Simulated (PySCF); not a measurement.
# CH4BClO: spin-spin couplings and electronic excitations at several levels of theory, part 2 of 2

PySCF 2.14.0. Atoms count from 0.

### Step 9. Excited states and response: PBE0/def2-SVPD

Job settings and geometry (Å):

```
{"job": {"kind": "uv", "xc": "PBE0", "basis": "def2-SVPD", "ip": true}, "charge": 0, "multiplicity": 1}
C     -0.509039     0.383256     0.821417
B      0.949240     0.962109     0.832593
O      2.065200     0.257046     0.565215
Cl     1.207372     2.669932     1.237504
H     -1.162702     0.998086     0.183205
H     -0.573734    -0.662644     0.483608
H     -0.933729     0.441986     1.837272
H      1.877586    -0.661071     0.344244
```

Level: TDDFT PBE0/def2-SVPD, vertical, gas phase, core orbitals frozen in the response.

The program printed:

```text
coarse grid: 7368 points
cycle   1  E = -600.2020533196  dE =  3.182e-01  |g| = 6.166e-01  |ddm| = 3.288e+00
cycle   2  E = -600.1198417169  dE =  8.221e-02  |g| = 9.116e-01  |ddm| = 1.324e+00
cycle   3  E = -600.2780048007  dE = -1.582e-01  |g| = 1.057e-01  |ddm| = 7.704e-01
cycle   4  E = -600.2805735266  dE = -2.569e-03  |g| = 1.992e-02  |ddm| = 1.221e-01
cycle   5  E = -600.2806652937  dE = -9.177e-05  |g| = 5.142e-03  |ddm| = 2.456e-02
cycle   6  E = -600.2806718541  dE = -6.560e-06  |g| = 9.993e-04  |ddm| = 7.468e-03
final grid: 66864 points
cycle   7  E = -600.3504864113  dE = -1.827e-05  |g| = 7.051e-03  |ddm| = 4.910e-02
cycle   8  E = -600.3504761864  dE =  1.022e-05  |g| = 1.004e-02  |ddm| = 1.482e-02
cycle   9  E = -600.3504977852  dE = -2.160e-05  |g| = 9.754e-04  |ddm| = 8.448e-03
cycle  10  E = -600.3504979825  dE = -1.973e-07  |g| = 9.776e-05  |ddm| = 8.957e-04
cycle  11  E = -600.3504979844  dE = -1.952e-09  |g| = 4.299e-05  |ddm| = 1.687e-04
cycle  12  E = -600.3504979850  dE = -5.116e-10  |g| = 1.017e-05  |ddm| = 6.973e-05
converged SCF energy = -600.3504979850

Static polarisability (au): isotropic 45.157, principal 36.447 45.586 53.436

Singlet excitations
state   eV       nm        f      main configurations
  1   7.0932    174.8   0.00058   H->L+1 0.99
  2   7.6005    163.1   0.03656   H->L 0.98
  3   7.9712    155.5   0.00588   H-1->L 0.97
  4   8.0397    154.2   0.10420   H-1->L+1 0.94
  5   8.0495    154.0   0.00068   H-2->L+1 0.98
  6   8.4656    146.5   0.02832   H-2->L 0.93
  7   8.9809    138.1   0.05107   H->L+2 0.88
  8   9.1877    134.9   0.03706   H-3->L 0.53, H-1->L+2 0.42
  9   9.2773    133.6   0.00512   H->L+3 0.63, H->L+5 0.25
 10   9.4208    131.6   0.00065   H-4->L+1 0.88

Triplet excitations (Tamm-Dancoff, eV): 6.7976 7.0687 7.4858 7.5602
Vertical ionisation energy (delta-SCF) = 11.2174 eV
```

It took 32 s on 1 thread of Arm Neoverse V1, shared host; peak memory 0.55 GiB.

In short: HOMO -8.77 eV, LUMO -0.14 eV; lowest singlet 7.09 eV.

### Step 10. TDDFT and polarisability: BHandHLYP/def2-SVPD

The job, as its differences from that of step 9:

```diff
@@ -1,2 +1,2 @@
-{"job": {"kind": "uv", "xc": "PBE0", "basis": "def2-SVPD", "ip": true}, "charge": 0, "multiplicity": 1}
+{"job": {"kind": "uv", "xc": "BHandHLYP", "basis": "def2-SVPD", "ip": true}, "charge": 0, "multiplicity": 1}
 C     -0.509039     0.383256     0.821417
```

Method: TDDFT BHandHLYP/def2-SVPD, vertical, gas phase, core orbitals frozen in the response.

The program printed:

```text
coarse grid: 7368 points
cycle   1  E = -600.4705095429  dE =  3.757e-01  |g| = 5.751e-01  |ddm| = 3.214e+00
cycle   2  E = -600.4674162935  dE =  3.093e-03  |g| = 6.308e-01  |ddm| = 1.143e+00
cycle   3  E = -600.5405510753  dE = -7.313e-02  |g| = 6.272e-02  |ddm| = 5.683e-01
cycle   4  E = -600.5413669174  dE = -8.158e-04  |g| = 2.003e-02  |ddm| = 8.828e-02
cycle   5  E = -600.5414715419  dE = -1.046e-04  |g| = 3.163e-03  |ddm| = 2.701e-02
cycle   6  E = -600.5414741749  dE = -2.633e-06  |g| = 6.938e-04  |ddm| = 5.027e-03
final grid: 66864 points
cycle   7  E = -600.5899542909  dE = -1.256e-05  |g| = 2.479e-03  |ddm| = 3.865e-02
cycle   8  E = -600.5899549079  dE = -6.170e-07  |g| = 1.945e-03  |ddm| = 6.385e-03
cycle   9  E = -600.5899558171  dE = -9.092e-07  |g| = 1.825e-04  |ddm| = 2.185e-03
cycle  10  E = -600.5899558226  dE = -5.514e-09  |g| = 1.086e-04  |ddm| = 2.867e-04
cycle  11  E = -600.5899558250  dE = -2.425e-09  |g| = 2.190e-05  |ddm| = 1.144e-04
cycle  12  E = -600.5899558252  dE = -1.160e-10  |g| = 4.731e-06  |ddm| = 2.710e-05
converged SCF energy = -600.5899558252

Static polarisability (au): isotropic 43.593, principal 35.651 43.723 51.405

Singlet excitations
state   eV       nm        f      main configurations
  1   7.6885    161.3   0.00081   H->L+1 0.94
  2   8.2092    151.0   0.05295   H->L 0.92
  3   8.5318    145.3   0.01016   H-1->L 0.89
  4   8.5895    144.3   0.00159   H-2->L+1 0.92
  5   8.6334    143.6   0.11122   H-1->L+1 0.93
  6   9.0198    137.5   0.02093   H-2->L 0.81
  7   9.5647    129.6   0.04905   H-1->L+2 0.39, H-3->L 0.38
  8   9.5715    129.5   0.05325   H->L+2 0.43, H->L+3 0.22, H->L+5 0.09
  9   9.7417    127.3   0.00383   H->L+5 0.38, H->L+2 0.31, H->L+3 0.16
 10  10.0209    123.7   0.01325   H-1->L+3 0.26, H-1->L+5 0.22, H->L+4 0.18

Triplet excitations (Tamm-Dancoff, eV): 7.3547 7.6487 8.0608 8.1589
Vertical ionisation energy (delta-SCF) = 11.3517 eV
```

Run time: 19 s. Hardware: 1 thread of Arm Neoverse V1, shared host; peak memory 0.55 GiB.

In short: HOMO -10.06 eV, LUMO 0.28 eV; lowest singlet 7.69 eV.

### Step 11. Excited states and response: CAM-B3LYP/def2-SVPD

The job, as its differences from that of step 10:

```diff
@@ -1,2 +1,2 @@
-{"job": {"kind": "uv", "xc": "BHandHLYP", "basis": "def2-SVPD", "ip": true}, "charge": 0, "multiplicity": 1}
+{"job": {"kind": "uv", "xc": "CAM-B3LYP", "basis": "def2-SVPD", "ip": true}, "charge": 0, "multiplicity": 1}
 C     -0.509039     0.383256     0.821417
```

Level: TDDFT CAM-B3LYP/def2-SVPD, vertical, gas phase, core orbitals frozen in the response.

The program printed:

```text
coarse grid: 7368 points
cycle   1  E = -600.4533212806  dE =  3.827e-01  |g| = 6.287e-01  |ddm| = 3.268e+00
cycle   2  E = -600.4242469249  dE =  2.907e-02  |g| = 7.875e-01  |ddm| = 1.269e+00
cycle   3  E = -600.5358235903  dE = -1.116e-01  |g| = 7.347e-02  |ddm| = 6.531e-01
cycle   4  E = -600.5369846044  dE = -1.161e-03  |g| = 2.155e-02  |ddm| = 1.075e-01
cycle   5  E = -600.5371025320  dE = -1.179e-04  |g| = 3.910e-03  |ddm| = 2.827e-02
cycle   6  E = -600.5371066629  dE = -4.131e-06  |g| = 9.078e-04  |ddm| = 6.746e-03
final grid: 66864 points
cycle   7  E = -600.6133536151  dE = -2.181e-05  |g| = 3.239e-03  |ddm| = 4.213e-02
cycle   8  E = -600.6133543744  dE = -7.592e-07  |g| = 2.756e-03  |ddm| = 8.184e-03
cycle   9  E = -600.6133561663  dE = -1.792e-06  |g| = 2.593e-04  |ddm| = 3.134e-03
cycle  10  E = -600.6133561770  dE = -1.062e-08  |g| = 1.483e-04  |ddm| = 3.604e-04
cycle  11  E = -600.6133561812  dE = -4.248e-09  |g| = 3.624e-05  |ddm| = 1.550e-04
cycle  12  E = -600.6133561815  dE = -3.115e-10  |g| = 5.962e-06  |ddm| = 4.185e-05
converged SCF energy = -600.6133561815

Static polarisability (au): isotropic 44.968, principal 36.577 45.346 52.980

Singlet excitations
state   eV       nm        f      main configurations
  1   7.2780    170.4   0.00060   H->L+1 0.97
  2   7.8857    157.2   0.05241   H->L 0.91
  3   8.1822    151.5   0.00105   H-2->L+1 0.96
  4   8.2056    151.1   0.03849   H-1->L 0.65, H-1->L+1 0.26
  5   8.2234    150.8   0.08072   H-1->L+1 0.67, H-1->L 0.25
  6   8.5753    144.6   0.02114   H-2->L 0.82
  7   9.1959    134.8   0.04660   H-3->L 0.50, H-1->L+2 0.37
  8   9.2461    134.1   0.04155   H->L+2 0.43, H->L+3 0.25, H->L+5 0.13
  9   9.4280    131.5   0.00478   H->L+5 0.35, H->L+2 0.35, H->L+3 0.14
 10   9.6620    128.3   0.00690   H-4->L+1 0.78

Triplet excitations (Tamm-Dancoff, eV): 6.9980 7.2704 7.7404 7.7518
Vertical ionisation energy (delta-SCF) = 11.3908 eV
```

It took 33 s on 1 thread of Arm Neoverse V1, shared host; peak memory 0.57 GiB.

In short: HOMO -10.17 eV, LUMO 0.41 eV; lowest singlet 7.28 eV.

### Step 12. Comparing the runs: spin-spin couplings

Couplings (Hz), each a mean over the pairs like the one named, with basis size and wall time:

| run | C0–H4 | C0–B1 | O2–H7 | H4–H5 | B1–O2 | B1–H4 | C0–O2 | functions | time |
| --- | --- | --- | --- | --- | --- | --- | --- | --- | --- |
| B3LYP/def2-TZVP | 119.1 | 73.1 | -71.4 | -13.4 | -10.7 | -5.6 | 1.9 | 154 | 13 s |
| B3LYP/cc-pVTZ | 111.3 | 66.8 | -59.8 | -12.9 | -7.5 | -4.5 | 1.8 | 180 | 16 s |
| B3LYP/6-31G* | 136.7 | 82.3 | -76.9 | -16.8 | -18.2 | -3.9 | 1.0 | 68 | 4.7 s |

### Step 13. Run by run: electronic excitations

Excitations and ground-state properties, with basis size and wall time:

| run | lowest singlet (eV) | brightest (eV) | f | gap (eV) | α (Å³) | μ (D) | functions | time |
| --- | --- | --- | --- | --- | --- | --- | --- | --- |
| HF/def2-SVPD | 8.74 | 9.83 | 0.132 | 13.66 | 6.13 | 3.21 | 122 | 4.5 s |
| LDA/def2-SVPD | 6.32 | 7.31 | 0.089 | 6.23 | 7.10 | 2.96 | 122 | 39 s |
| PBE/def2-SVPD | 6.43 | 7.37 | 0.074 | 6.36 | 7.03 | 2.89 | 122 | 35 s |
| B3LYP/def2-SVPD | 6.95 | 7.87 | 0.094 | 8.06 | 6.78 | 2.96 | 122 | 35 s |
| PBE0/def2-SVPD | 7.09 | 8.04 | 0.104 | 8.64 | 6.69 | 3.00 | 122 | 32 s |
| BHandHLYP/def2-SVPD | 7.69 | 8.63 | 0.111 | 10.34 | 6.46 | 3.07 | 122 | 19 s |
| CAM-B3LYP/def2-SVPD | 7.28 | 8.22 | 0.081 | 10.58 | 6.66 | 3.03 | 122 | 33 s |

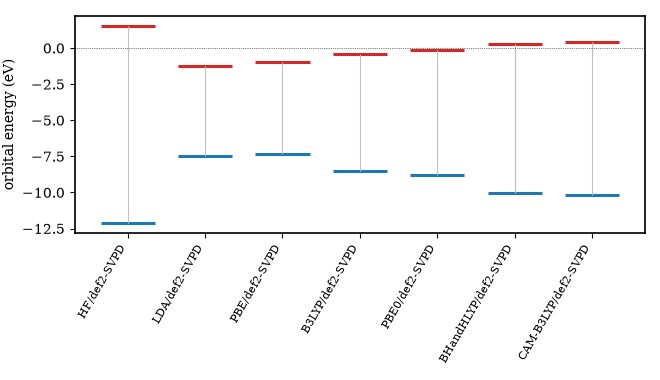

HOMO (blue) and LUMO (red) run by run.

### Step 14. What came out

What follows sums up all 2 parts.

| quantity | value |
| --- | --- |
| largest coupling of the table (B3LYP/def2-TZVP) | 1J(C,H) C0–H4, 119.1 Hz (mean over like pairs) |
| lowest singlet (HF/def2-SVPD) | 8.74 eV (142 nm), f = 0.002 |
| brightest single state of those computed | state 5, 9.83 eV, f = 0.132 |
| lowest triplet | 8.12 eV |
| vertical ionisation energy (ΔSCF) | 10.55 eV |
| range of J(C0,H4), mean over like pairs | 111.3 to 136.7 Hz |
| range of the lowest singlet | 6.32 to 8.74 eV |

What this shows: Single values in the summary come from the first sound run of each kind (B3LYP/def2-TZVP; HF/def2-SVPD), which need not be the best level. In the run at B3LYP/def2-TZVP, the largest coupling of the table is C0–H4 (mean over like pairs), 119.1 Hz, of which the Fermi-contact term gives 116.8 Hz. The lowest singlet, at 8.74 eV, is HOMO→LUMO+5 0.56, HOMO−2→LUMO+5 0.13 and is weak; of the 10 states computed, the strongest absorption comes from state 5 at 9.83 eV. The lowest triplet lies 0.62 eV below the lowest singlet (triplets in Tamm-Dancoff, singlets in full TDDFT). At HF/def2-SVPD, the highest states lie near or above the ionisation energy, where they hang on the basis. ΔSCF puts the ionisation energy at 10.55 eV, 1.58 eV below −ε(HOMO). The coupling C0–H4, as a mean over pairs of its kind, runs from 111.3 Hz (B3LYP/cc-pVTZ) to 136.7 Hz (B3LYP/6-31G*). The lowest singlet runs from 6.32 eV (LDA/def2-SVPD) to 8.74 eV (HF/def2-SVPD), while the orbital gap spans 6.23 to 13.66 eV: the excitation energy moves far less from run to run than the orbital gap does. The lowest state need not be the same one in every run. The runs solved for a few states only, so the brightest column depends on that window. Couplings from bases without tight functions are rough.
